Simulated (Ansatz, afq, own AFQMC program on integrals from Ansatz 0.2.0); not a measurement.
# NH₃+ (doublet): quantum Monte Carlo beside coupled cluster, cc-pVDZ, part 2 of 2

Ansatz 0.2.0, Gaussian basis, and an in-house AFQMC program (afq) on its integrals; all values are calculated; cc-pVDZ, frozen cores.

**10. Phaseless AFQMC, CISD trial on UHF**

It reads the integrals that the CCSD(T) run on this determinant wrote.

On the command line:

```bash
> afq ham --method phaseless --trial cisd --walkers 70 --populations 1 --least-time 40 --time-step 0.005 --steps-per-block 50 --equilibration-blocks 28 --max-blocks 300 --target-error 0.00032 --factor-cut 1e-05 --start spin_pure --seed 6658 --release-times 0.24,0.51,0.99,1.62,2.4 --release-step 0.03 --release-every 4 --taylor-order 6
```

The log of the run:

```text
orbitals 28  electrons 4 3  factors 210 of 265
reference energy -55.88527598 Eh
CCSD correlation -0.16249478 Eh in 8 cycles, weight of the determinant in the CISD state 0.9477
energy of the start -56.047605 Eh
 block  time / (1/Eh)  mean weight  energy / Eh
     1     0.250  0.9993  -56.046990
     2     0.500  0.9996  -56.048061
     3     0.750  1.0006  -56.048659
     4     1.000  0.9981  -56.049572
     5     1.250  0.9997  -56.048317
     6     1.500  1.0000  -56.049785
     7     1.750  0.9983  -56.053094
     8     2.000  0.9995  -56.051005
     9     2.250  0.9986  -56.050490
    10     2.500  1.0003  -56.049708
    13     3.250  1.0018  -56.048207
    17     4.250  0.9990  -56.051170
    21     5.250  0.9987  -56.050792
    25     6.250  0.9977  -56.049791
    29     7.250  1.0017  -56.050178
    33     8.250  1.0031  -56.052348
    37     9.250  1.0006  -56.055159
    41    10.250  1.0011  -56.049238
    45    11.250  0.9991  -56.048369
    49    12.250  0.9994  -56.048641
    53    13.250  1.0004  -56.049591
    57    14.250  1.0013  -56.048839
    61    15.250  1.0017  -56.049156
    65    16.250  0.9980  -56.052173
    69    17.250  1.0004  -56.049768
    73    18.250  1.0014  -56.049483
    77    19.250  1.0001  -56.050601
    81    20.250  1.0017  -56.049256
    85    21.250  0.9973  -56.049551
    89    22.250  1.0001  -56.050200
    93    23.250  0.9983  -56.052306
    97    24.250  0.9989  -56.049286
   101    25.250  0.9980  -56.051512
   105    26.250  0.9970  -56.050196
   109    27.250  1.0022  -56.049808
   113    28.250  0.9994  -56.049232
   117    29.250  0.9983  -56.051095
   121    30.250  0.9999  -56.051199
   125    31.250  0.9994  -56.048367
   129    32.250  0.9983  -56.049495
   133    33.250  1.0007  -56.050130
   137    34.250  0.9993  -56.051959
   141    35.250  1.0041  -56.048323
   145    36.250  1.0004  -56.052093
   149    37.250  1.0004  -56.050108
   153    38.250  0.9997  -56.050680
   157    39.250  1.0032  -56.049228
   161    40.250  1.0005  -56.050187
   165    41.250  0.9975  -56.050493
   169    42.250  0.9971  -56.051429
   173    43.250  1.0011  -56.048546
   177    44.250  1.0010  -56.051244
   181    45.250  0.9998  -56.052527
   185    46.250  0.9997  -56.051859
blocks merged  error / Eh  count
     1  0.000140  160
     2  0.000171  80
     4  0.000206  40
     8  0.000209  20
    16  0.000219  10
released: time / (1/Eh)  energy / Eh  error  mean overlap
  0.24  -56.050677  0.000219  0.9967
  0.51  -56.050637  0.000152  0.9912
  0.99  -56.050641  0.000187  0.9927
  1.62  -56.050570  0.000197  0.9976
  2.40  -56.050323  0.000170  1.0331
energy -56.050739 +/- 0.000209 Eh
```

Wall time 52 s (1 thread of AMD EPYC 9R45 (Zen 5), shared host).

Energy -1525.2183 ± 0.0057 eV. Caveats: constraint bias not in the error.

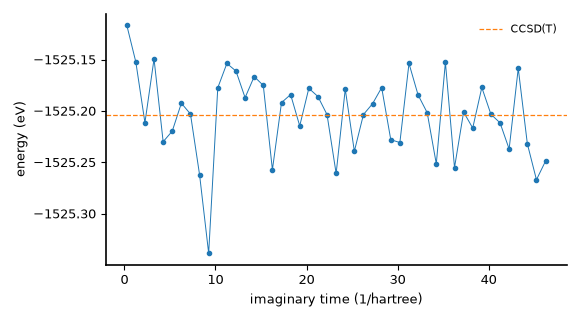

Block energies along the walk.

**11. Phaseless AFQMC, single-determinant trial on UHF**

It reads the integrals that the CCSD(T) run on this determinant wrote.

On the command line:

```bash
> afq ham --method phaseless --trial hf --walkers 140 --populations 1 --least-time 40 --time-step 0.005 --steps-per-block 20 --equilibration-blocks 112 --max-blocks 600 --target-error 0.0009600000000000001 --factor-cut 1e-05 --start spin_pure --seed 3991 --taylor-order 6
```

The log of the run:

```text
orbitals 28  electrons 4 3  factors 210 of 265
reference energy -55.88527598 Eh
CCSD correlation -0.16249478 Eh in 8 cycles, weight of the determinant in the CISD state 0.9477
energy of the start -55.885654 Eh
 block  time / (1/Eh)  mean weight  energy / Eh
     1     0.100  1.0012  -55.932373
     2     0.200  0.9994  -55.964074
     3     0.300  1.0014  -55.983231
     4     0.400  1.0020  -55.990744
     5     0.500  1.0016  -55.997227
     6     0.600  1.0028  -56.014735
     7     0.700  1.0013  -56.025262
     8     0.800  1.0008  -56.025122
     9     0.900  1.0022  -56.035274
    10     1.000  1.0011  -56.037790
    18     1.800  1.0005  -56.047761
    35     3.500  1.0011  -56.052916
    52     5.200  0.9992  -56.040200
    69     6.900  1.0000  -56.063522
    86     8.600  0.9998  -56.047474
   103    10.300  0.9988  -56.038366
   120    12.000  1.0000  -56.055552
   137    13.700  0.9988  -56.036288
   154    15.400  1.0001  -56.041515
   171    17.100  1.0014  -56.091514
   188    18.800  0.9997  -56.043045
   205    20.500  0.9990  -56.056714
   222    22.200  0.9999  -56.057829
   239    23.900  0.9995  -56.055731
   256    25.600  0.9984  -56.036884
   273    27.300  0.9997  -56.055509
   290    29.000  1.0002  -56.069603
   307    30.700  0.9990  -56.057343
   324    32.400  1.0005  -56.066876
   341    34.100  1.0009  -56.067075
   358    35.800  0.9999  -56.052019
   375    37.500  1.0007  -56.081451
   392    39.200  1.0009  -56.050330
   409    40.900  0.9993  -56.046292
   426    42.600  0.9998  -56.055611
   443    44.300  1.0011  -56.060994
   460    46.000  0.9981  -56.044436
   477    47.700  1.0009  -56.051140
   494    49.400  0.9990  -56.057692
   511    51.100  0.9998  -56.061690
   528    52.800  1.0008  -56.049622
   545    54.500  0.9993  -56.048512
   562    56.200  0.9987  -56.062046
   579    57.900  0.9998  -56.047592
   596    59.600  0.9991  -56.053862
   613    61.300  1.0009  -56.056001
   630    63.000  1.0010  -56.051698
   647    64.700  1.0006  -56.039928
   664    66.400  0.9994  -56.058783
   681    68.100  1.0014  -56.061395
   698    69.800  1.0012  -56.037647
blocks merged  error / Eh  count
     1  0.000510  600
     2  0.000667  300
     4  0.000844  150
     8  0.000964  75
    16  0.001094  37
    32  0.001305  18
    64  0.001478  9
energy -56.054220 +/- 0.001305 Eh
```

Wall time 67 s (1 thread of AMD EPYC 9R45 (Zen 5), shared host).

Energy -1525.3130 ± 0.0355 eV. Caveats: constraint bias not in the error.

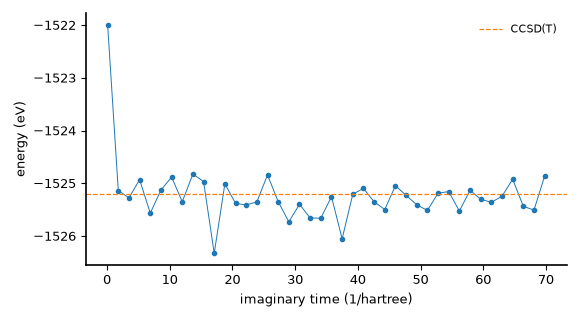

Block energies along the walk.

**12. Free-projection AFQMC, CISD trial on UHF**

It reads the integrals that the CCSD(T) run on this determinant wrote.

On the command line:

```bash
> afq ham --method free --trial cisd --walkers 70 --time-step 0.03 --max-blocks 80 --target-error 0.00032 --factor-cut 1e-05 --seed 5686 --times 0,0.3,0.6,1.2,1.8,2.4,3.6,4.8,6 --taylor-order 8
```

The log of the run:

```text
orbitals 28  electrons 4 3  factors 210 of 265
reference energy -55.88527598 Eh
CCSD correlation -0.16249478 Eh in 8 cycles, weight of the determinant in the CISD state 0.9477
repeat  energy at the last time / Eh  error
    10  -56.050613  0.000436
    20  -56.050344  0.000393
    30  -56.050512  0.000376
    40  -56.050428  0.000308
time / (1/Eh)  energy / Eh  error  mean overlap
  0.00  -56.047601  0.000087  1.0538
  0.30  -56.049921  0.000122  1.0557
  0.60  -56.050248  0.000120  1.0632
  1.20  -56.050774  0.000158  1.0445
  1.80  -56.050469  0.000151  1.0465
  2.40  -56.050960  0.000185  1.0226
  3.60  -56.050642  0.000250  1.0367
  4.80  -56.050658  0.000325  1.0652
  6.00  -56.050390  0.000299  1.0566
energy -56.050390 +/- 0.000299 Eh
```

It took 34 s on 1 thread of AMD EPYC 9R45 (Zen 5), shared host.

Energy -1525.2088 ± 0.0081 eV. Caveats: remainder of the start not in the error.

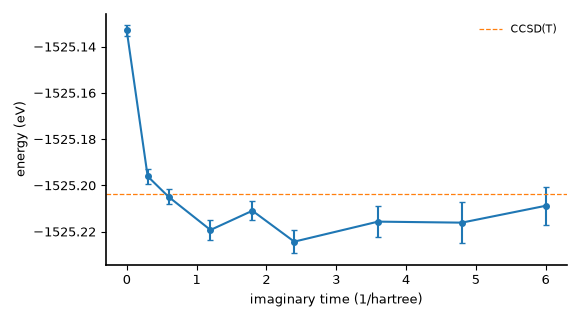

Energy against projection time, with error bars.

**13. Phaseless AFQMC, CISD trial on UHF (settings varied)**

It reads the integrals that the CCSD(T) run on this determinant wrote.

On the command line:

```bash
> afq ham --method phaseless --trial cisd --walkers 20 --populations 1 --least-time 40 --time-step 0.01 --steps-per-block 10 --equilibration-blocks 100 --max-blocks 600 --target-error 0.00064 --factor-cut 1e-05 --start spin_pure --seed 3193 --taylor-order 8
```

The log of the run:

```text
orbitals 28  electrons 4 3  factors 210 of 265
reference energy -55.88527598 Eh
CCSD correlation -0.16249478 Eh in 8 cycles, weight of the determinant in the CISD state 0.9477
energy of the start -56.047605 Eh
 block  time / (1/Eh)  mean weight  energy / Eh
     1     0.100  0.9972  -56.046892
     2     0.200  1.0080  -56.048010
     3     0.300  1.0081  -56.048295
     4     0.400  0.9992  -56.048098
     5     0.500  0.9947  -56.048056
     6     0.600  0.9964  -56.048513
     7     0.700  1.0019  -56.047298
     8     0.800  1.0024  -56.047399
     9     0.900  0.9988  -56.056750
    10     1.000  0.9873  -56.051621
    13     1.300  0.9951  -56.049061
    25     2.500  1.0039  -56.047750
    37     3.700  1.0051  -56.051962
    49     4.900  0.9986  -56.052243
    61     6.100  0.9960  -56.059101
    73     7.300  1.0042  -56.050102
    85     8.500  0.9939  -56.050522
    97     9.700  1.0011  -56.047999
   109    10.900  1.0062  -56.048968
   121    12.100  0.9946  -56.049856
   133    13.300  1.0025  -56.050864
   145    14.500  0.9988  -56.051065
   157    15.700  0.9957  -56.049945
   169    16.900  0.9927  -56.056822
   181    18.100  1.0015  -56.047904
   193    19.300  1.0054  -56.048609
   205    20.500  0.9949  -56.048107
   217    21.700  0.9968  -56.053710
   229    22.900  1.0030  -56.051611
   241    24.100  0.9933  -56.047244
   253    25.300  0.9910  -56.048784
   265    26.500  0.9951  -56.052993
   277    27.700  1.0017  -56.049332
   289    28.900  1.0018  -56.051420
   301    30.100  1.0065  -56.049175
   313    31.300  0.9879  -56.051839
   325    32.500  0.9987  -56.049279
   337    33.700  1.0076  -56.050317
   349    34.900  1.0053  -56.047438
   361    36.100  1.0023  -56.049964
   373    37.300  1.0006  -56.048335
   385    38.500  0.9971  -56.052838
   397    39.700  0.9944  -56.051722
   409    40.900  1.0005  -56.048292
   421    42.100  1.0018  -56.053442
   433    43.300  0.9972  -56.049026
   445    44.500  1.0004  -56.057383
   457    45.700  0.9982  -56.050680
   469    46.900  1.0067  -56.047609
   481    48.100  0.9984  -56.050309
   493    49.300  1.0035  -56.047872
blocks merged  error / Eh  count
     1  0.000146  400
     2  0.000189  200
     4  0.000236  100
     8  0.000283  50
    16  0.000299  25
    32  0.000334  12
energy -56.050650 +/- 0.000299 Eh
```

Wall time 11 s (1 thread of AMD EPYC 9R45 (Zen 5), shared host).

Energy -1525.2159 ± 0.0081 eV. Caveats: constraint bias not in the error.

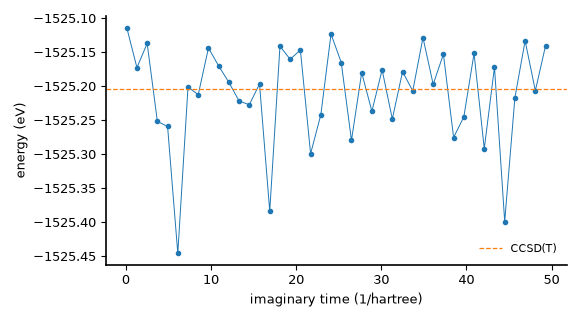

Block energies along the walk.

**14. Free-projection AFQMC, first-order trial on UHF (settings varied)**

It reads the integrals that the CCSD(T) run on this determinant wrote.

On the command line:

```bash
> afq ham --method free --trial mp1 --walkers 20 --time-step 0.02 --max-blocks 120 --target-error 0.00064 --factor-cut 1e-05 --seed 3786 --times 0.0,0.5,1.0,2.0,3.0,4.0 --taylor-order 10
```

The log of the run:

```text
orbitals 28  electrons 4 3  factors 210 of 265
reference energy -55.88527598 Eh
CCSD correlation -0.16249478 Eh in 8 cycles, weight of the determinant in the CISD state 0.9477
repeat  energy at the last time / Eh  error
    10  -56.047351  0.001142
    20  -56.048542  0.001138
    30  -56.049270  0.001171
    40  -56.049860  0.001018
    50  -56.049923  0.000898
    60  -56.049745  0.000775
    70  -56.050110  0.000733
    80  -56.050671  0.000708
    90  -56.050603  0.000666
   100  -56.050749  0.000646
   110  -56.050724  0.000614
time / (1/Eh)  energy / Eh  error  mean overlap
  0.00  -56.047856  0.000290  1.0454
  0.50  -56.050274  0.000321  1.0443
  1.00  -56.050865  0.000354  1.0385
  2.00  -56.050959  0.000337  1.0366
  3.00  -56.050673  0.000442  1.0448
  4.00  -56.050643  0.000606  1.0390
energy -56.050643 +/- 0.000606 Eh
```

Wall time 24 s (1 thread of AMD EPYC 9R45 (Zen 5), shared host).

Energy -1525.2157 ± 0.0165 eV. Caveats: remainder of the start not in the error.

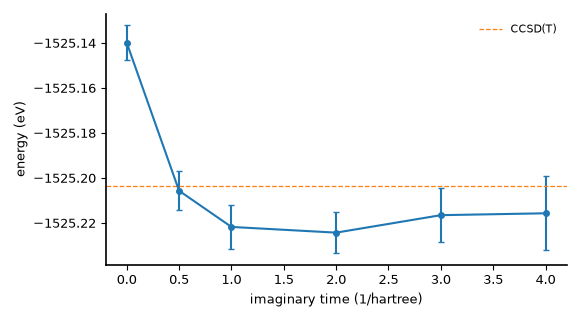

Energy against projection time, with error bars.

**15. All levels side by side**

On the UHF determinant, counted from CCSDT(Q) (a yardstick, not exact):

```csv
level,energy (eV),from CCSDT(Q) (meV),statistical error (meV),time
HF,-1520.7158,+4501.1,,
MP2,-1524.5716,+645.3,,
CCSD,-1525.1375,+79.3,,
CCSD(T),-1525.2038,+13.1,,
CCSDT(Q),-1525.2169,0.0,,
"Phaseless AFQMC, CISD trial, step 0.005, 70 walkers",-1525.2183,-1.4,5.7,52 s
"Phaseless AFQMC, single-determinant trial, step 0.005, 140 walkers",-1525.3130,-96.2,35.5,67 s
"Free-projection AFQMC, CISD trial, step 0.03, 70 walkers",-1525.2088,+8.1,8.1,34 s
"Phaseless AFQMC, CISD trial, step 0.01, 20 walkers",-1525.2159,+1.0,8.1,11 s
"Free-projection AFQMC, first-order trial, step 0.02, 20 walkers",-1525.2157,+1.2,16.5,24 s
```

The functionals' totals stand on their own zeros and serve differences with other points: PBE -1526.934 eV; r2SCAN -1528.203 eV; PBE0 -1527.249 eV; B3LYP -1529.004 eV; wB97M-V -1528.056 eV; B2PLYP -1527.450 eV.

**16. What came out**

This closing draws on all 2 parts.

| quantity | value |
| --- | --- |
| CCSD(T) on UHF from CCSDT(Q) | +13.1 meV |
| Phaseless AFQMC, CISD trial on UHF from CCSDT(Q) | -1.4 ± 5.7 meV |
| Phaseless AFQMC, single-determinant trial on UHF from CCSDT(Q) | -96.2 ± 35.5 meV |
| Free-projection AFQMC, CISD trial on UHF from CCSDT(Q) | +8.1 ± 8.1 meV |

What this shows: On UHF the phaseless walk with the CISD trial lies -1.4 meV from CCSDT(Q), within three error bars. Free projection has no constraint; at the last time it gives +8.1 ± 8.1 meV, and from a start that isn't spin pure other spins can mix in. Error bars are statistical and leave out the constraint, the time step and what remains of the start.
